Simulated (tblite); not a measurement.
**Frequency calculation of C4H6BFSi**

C4H6BFSi, SMILES C=C([SiH3])C#CBF, computed with GFN2-xTB harmonic vibrations, gas phase (tblite 0.8.0).

It belongs to a series of runs on one base structure; here: C replaced by Si.

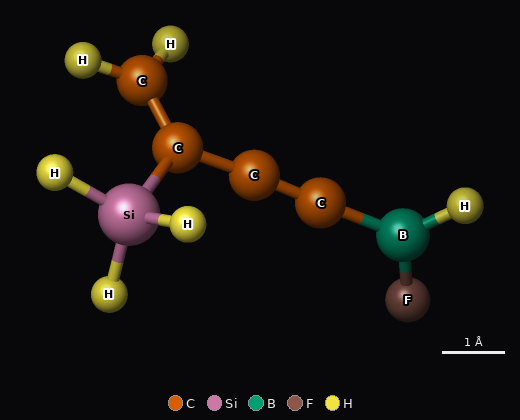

The structure (ball-and-stick view, seen at a tilt). Bond lengths as drawn: B–C 1.50 Å, B–F 1.32 Å, B–H 1.18 Å, C–C 1.22 to 1.40 Å, C–H 1.08 Å, C–Si 1.90 Å and H–Si 1.46 Å.

Key numbers:

```csv
quantity,value
outcome,converged
total energy,−524.4023 eV
zero-point energy,49.8410 kcal/mol
hardware,"1 CPU thread, shared host"
peak memory,0.18 GiB
```

Input file:
```
{"job": {"kind": "ir", "xc": "GFN2-xTB", "basis": "xTB"}, "charge": 0, "multiplicity": 1}
C     -1.109586     1.827779     0.264388
C     -0.735281     0.565138     0.050443
Si    -1.952091    -0.833303    -0.373343
C      0.608859     0.168362     0.106220
C      1.749084    -0.251902     0.138387
B      3.161830    -0.755047     0.205757
F      3.824127    -1.008230    -0.910084
H     -2.144848     2.119815     0.212649
H     -0.399309     2.608089     0.491638
H     -3.302376    -0.283591    -0.243634
H     -1.693627    -1.273341    -1.744968
H     -1.738532    -1.935282     0.565707
H      3.727362    -0.947999     1.219111
```

The first line tells a small driver script what to run in tblite; the rest is the geometry in Å.

Launch command:
```bash
OMP_NUM_THREADS=1 python <driver script> task.json out
```

The program's output:
```
mode    cm-1     km/mol
  1      33.8      1.13
  2      65.1      0.15
  3      79.3      0.60
  4      95.4      0.49
  5     202.9      0.76
  6     215.7      0.90
  7     272.7      0.55
  8     384.1      4.30
  9     441.3     12.76
 10     461.0      4.34
 11     542.2     21.29
 12     578.0     72.81
 13     621.7     20.86
 14     705.3     10.32
 15     716.0     96.93
 16     765.8    174.34
 17     776.4    160.97
 18     783.2    478.99
 19     804.3     81.90
 20     892.8     26.48
 21    1012.7     13.41
 22    1048.6     35.13
 23    1181.9    239.66
 24    1306.5    355.29
 25    1414.5      4.61
 26    1634.7      4.78
 27    2237.2    268.73
 28    2265.9    214.29
 29    2268.0    403.53
 30    2271.3    224.71
 31    2589.8    166.23
 32    3080.6     26.98
 33    3115.7     27.54
```

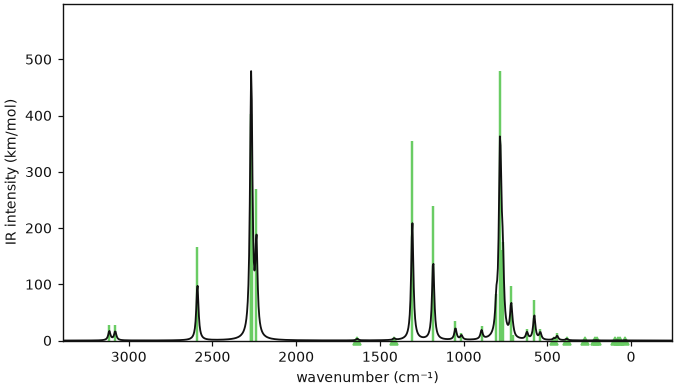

Harmonic infrared spectrum, unscaled: sticks (degenerate modes added up, dark ones marked on the axis) with a Lorentzian envelope of 16 cm⁻¹ full width, scaled to the tallest stick. 33 modes from 34 to 3116 cm⁻¹, none imaginary. The strongest line is at 783 cm⁻¹ (479 km/mol).
